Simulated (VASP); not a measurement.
Band structure of HfB2 (AlB2 type). Calculation: rev-vdW-DF2, VASP's PBE PAW potentials (set 64) (plane waves; VASP).

Unless said otherwise, spin-orbit coupling is left out, though it shifts the bands of the heavy elements here.

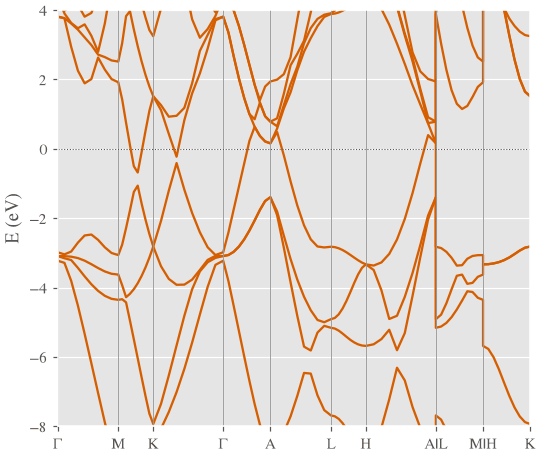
*Bands along high-symmetry lines, zero at the valence-band maximum or, without a gap, the Fermi level*

Q: Read the plot: is there a gap, and where are the band edges?

A: It has no gap at this level: it comes out as a metal or semimetal. (Edges off the drawn lines would not show.)

The compound is HfB2 in the AlB2 type structure. It was relaxed first.
